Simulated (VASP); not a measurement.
Band structure of VN (space group Fm-3m). Computed with LDA (Ceperley-Alder, Perdew-Zunger), VASP's LDA PAW potentials (set 64) (plane waves; VASP).

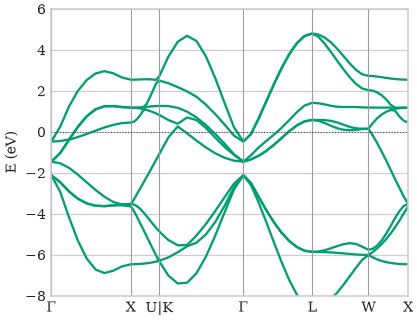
Figure. Bands along high-symmetry lines, zero at the valence-band maximum or, without a gap, the Fermi level

### Question
Read the plot: is there a gap, and where are the band edges?

### Answer
It has no gap at this level: it comes out as a metal or semimetal.

The structure is a typed VN crystal (Fm-3m). The cell was not relaxed at this level. The run is not spin-polarised, so no magnetic state was tried. VASP warned that the highest band is occupied, so more bands are needed.
